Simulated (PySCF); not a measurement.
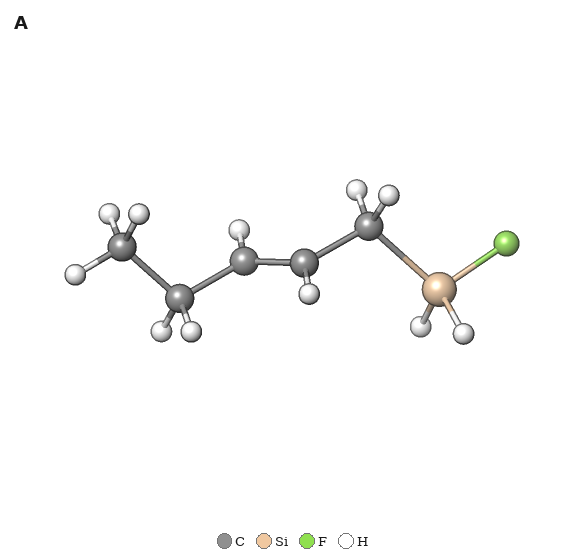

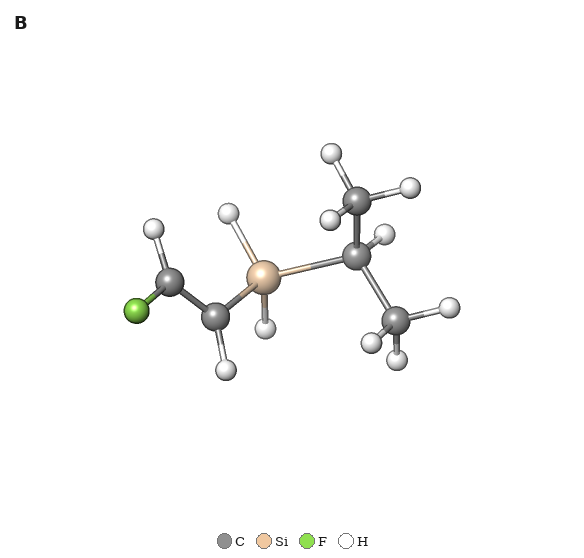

2 stationary structures of one formula. Geometries: GFN2-xTB. Electronic energies: CAM-B3LYP/def2-SVPD (PySCF 2.14.0), without zero-point energy. No frequency run is at hand to confirm each as a minimum. Each is one conformer, not always the lowest.

Rank them by energy, lowest first.

Answer. A is lowest; B lies 1.714 eV above it. A is `CC/C=C/C[SiH2]F`, B is `CC(C)[SiH2]/C=C/F`.

The geometry is semi-empirical. Around Si such bond lengths and angles can be off by a tenth of an ångström or more and by several degrees, and values that hang on the shape move with them.
